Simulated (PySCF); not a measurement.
C3H9FOSi

```xyz
15

C    -1.1809   -1.5219    0.1392
C    -0.3654   -0.2730   -0.1847
C    -1.1330    0.9862    0.2206
F    -0.6091    2.0898   -0.4047
O     0.8516   -0.3494    0.4926
Si    2.2080    0.5256    0.3104
H    -1.4210   -1.5412    1.1993
H    -2.1002   -1.5418   -0.4393
H    -0.5931   -2.4044   -0.0976
H    -0.1792   -0.2192   -1.2674
H    -1.0467    1.1564    1.2975
H    -2.1830    0.9218   -0.0784
H     2.0276    1.9320    0.6685
H     3.0416   -0.2018    1.2553
H     2.6785    0.4490   -1.0756
```

Geometry: GFN2-xTB, NEB image 0 of 0 to 8.

All numbers below come from PySCF, PBE0/pcSseg-1, SCF density, gas phase, non-relativistic.

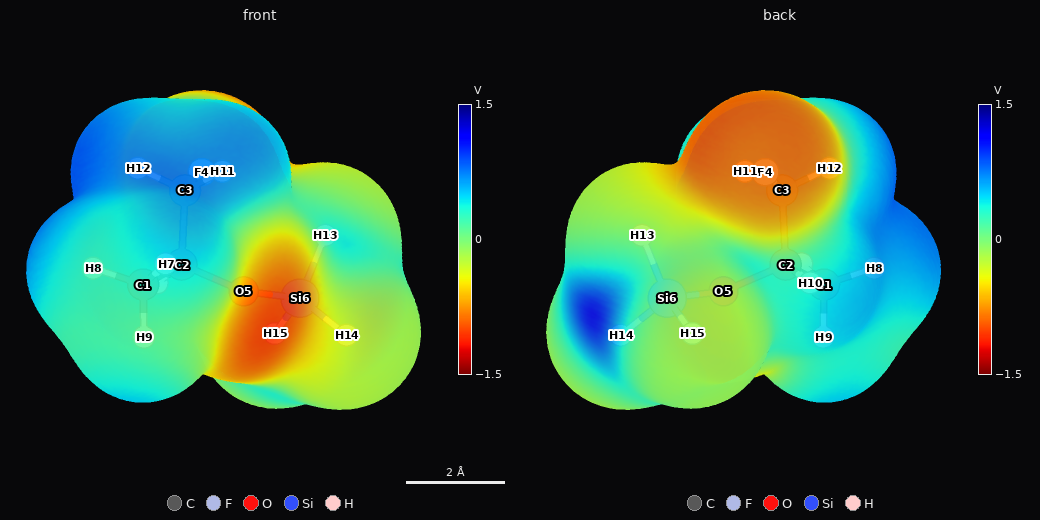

Figure 1. The electrostatic potential painted on the density surface at 0.001 e/bohr³, seen from the front and from behind; red is negative and blue positive.

Where is the surface potential most negative and most positive?

The most negative region (about −1.0 V) lies over O5, the most positive (about +1.0 V) over Si6. O5 is the likeliest acceptor of a hydrogen bond.

What dipole moment does the calculation give?

Its dipole moment is 1.53 D.

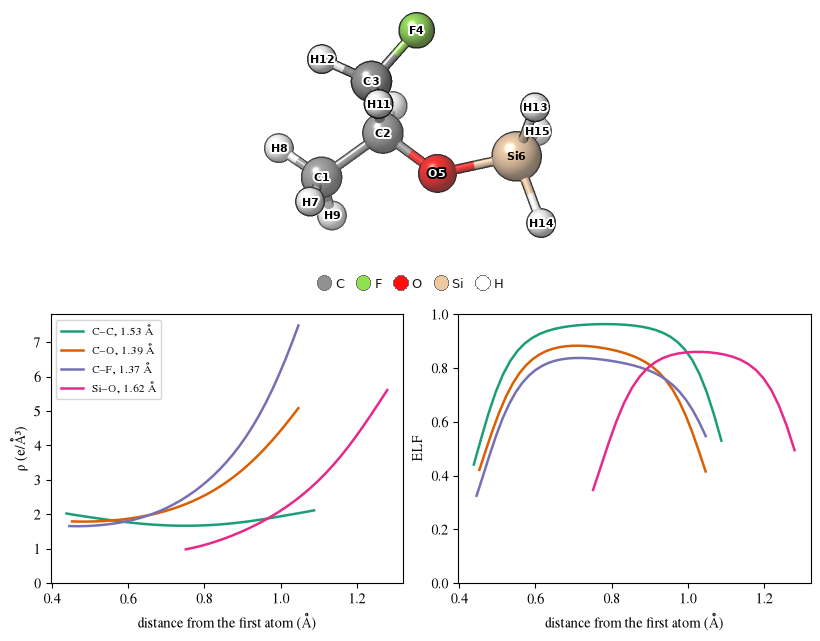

Figure 2. Electron density and electron localisation function along straight lines between neighbouring atoms. The curves leave out the atomic cores. The structure is drawn too.

What kind of bonding do the profiles show?

C–C (1.53 Å): the density is about 1.7 e/Å³ at the midpoint; the ELF peaks at about 0.95 between the atoms: a covalent bond.
C–O (1.39 Å): ρ is about 2.1 e/Å³ halfway, with its minimum of 1.8 e/Å³ about 0.5 Å from C; the ELF peaks at about 0.90 between the atoms (a shared but strongly polarised pair).
C–F (1.37 Å): ρ is about 2.1 e/Å³ halfway, with its minimum of 1.7 e/Å³ about 0.5 Å from C; the ELF peaks at about 0.85 between the atoms (a shared but strongly polarised pair).
Si–O (1.62 Å): ρ at the midpoint is about 1.1 e/Å³; the ELF peaks at about 0.85 between the atoms; a polar covalent bond.
